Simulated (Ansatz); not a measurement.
B₃H₆ (charge +1)

```xyz
9

B    -0.2751   -0.6676   -0.4611
B     0.9244    0.0150    0.4371
B    -0.2852    0.9586   -0.2086
H    -0.7121   -1.6149   -1.0271
H    -0.5773    2.0755    0.0536
H     1.7118    0.2880    1.2779
H     0.9660   -1.1998    0.1135
H    -1.1023    0.4184   -0.9976
H    -0.6501   -0.2731    0.8122
```

Geometry: PBE-D4/def2-TZVP.

These are results of RKS PBE0-D4/def2-TZVP in Ansatz 0.2.0, not measurements.

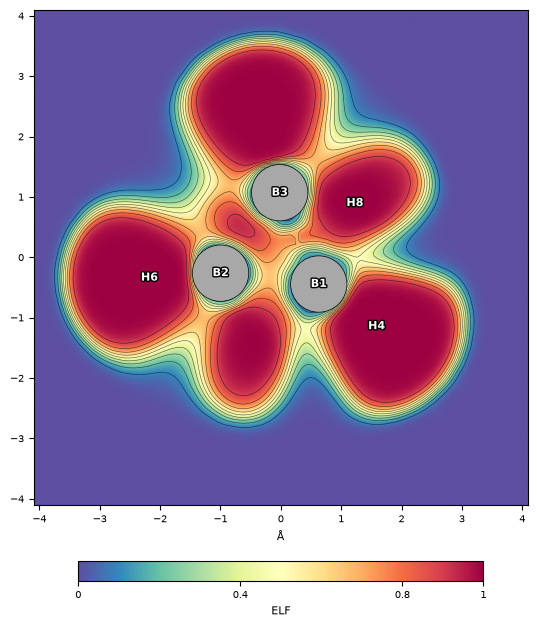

Figure 1. Electron localisation function on the plane of atoms B1, B3 and H8. Grey discs cover the atomic cores.

### Read the bonding off the picture.

- Atoms in the plane: B and H.
- B–B (1.65 Å): the ELF peaks at about 0.70 between the atoms.
- B–H (1.18 Å): the ELF climbs to about 1 towards the hydrogen, as it does in any bond to H (a covalent bond by its length).

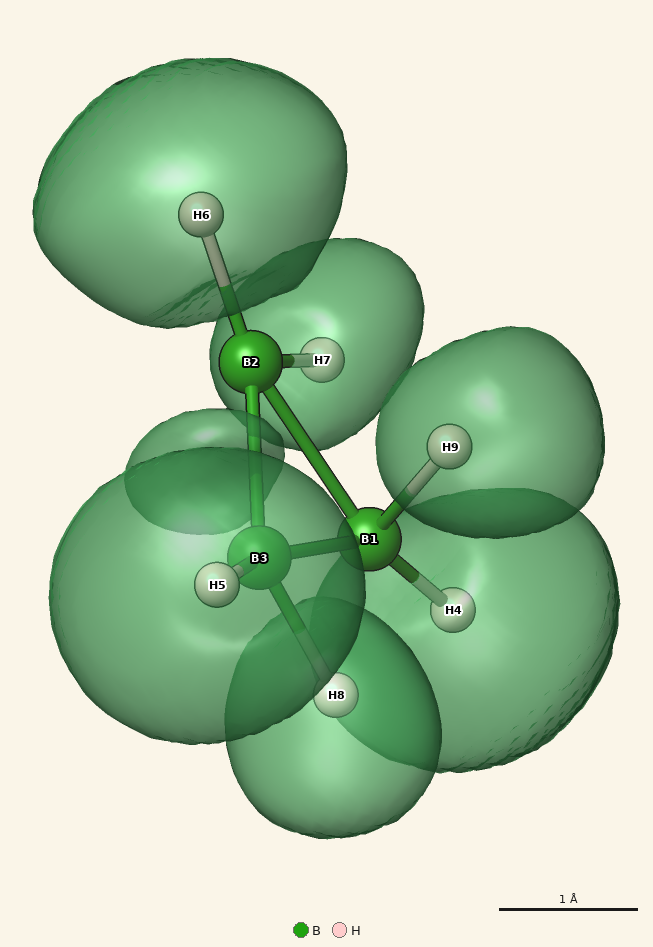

Figure 2. Isosurface of the electron localisation function at 0.85 (green), seen at an oblique angle. Core shells and regions of very low density are left out.

### Describe the localisation domains.

At this value the surface marks out one region between bonded B–B atoms (shared pairs) and six regions around hydrogen nuclei.

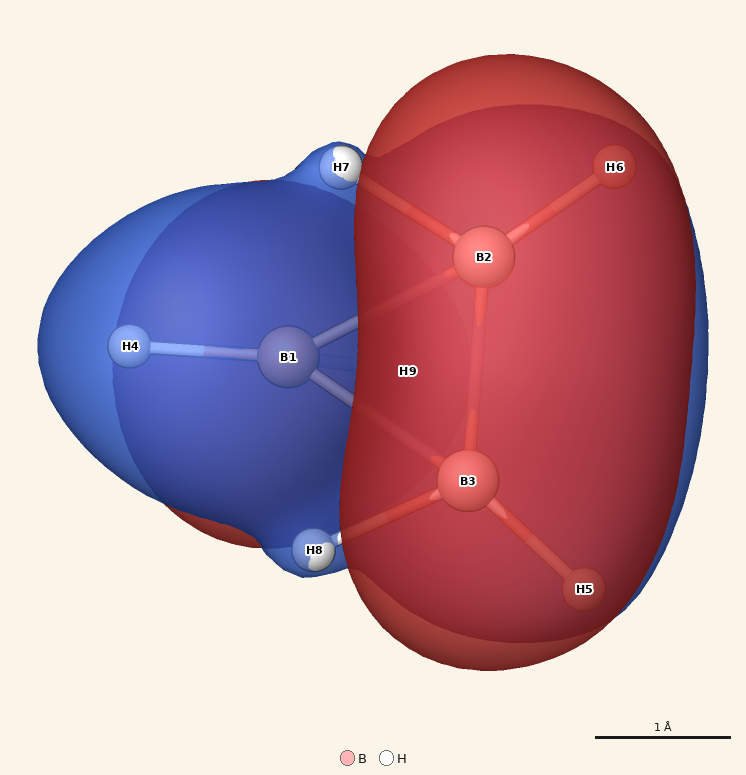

Figure 3. One frontier orbital at ±0.06 Å⁻³ᐟ² (red and blue are the two phases), seen across its widest extent.

### Which orbital is it: HOMO or LUMO?

The LUMO, at −7.30 eV. By Hirshfeld shares it lies mainly on B2 (about 25 %), B3 (about 25 %), B1 (about 25 %) and H9 (about 10 %).

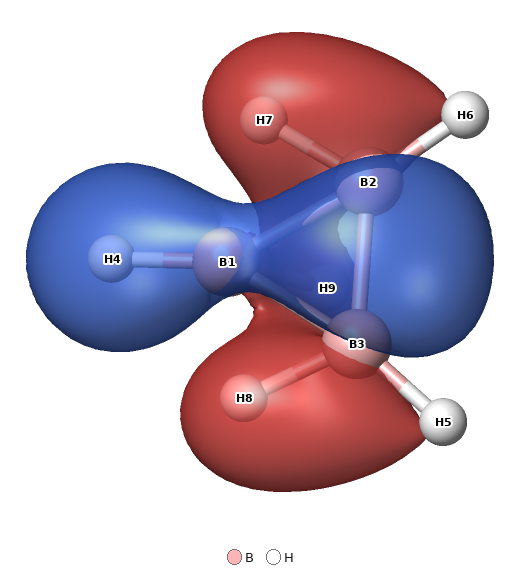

Figure 4. One frontier orbital at ±0.1 Å⁻³ᐟ² (blue and red are the two phases), seen at a tilt.

### Which orbital is it: HOMO or LUMO?

The HOMO, at −15.78 eV. Its weight (Hirshfeld) is mainly on B2 (about 25 %), B3 (about 25 %), B1 (about 15 %), H4 (about 15 %), H7 (about 10 %) and H8 (about 10 %).
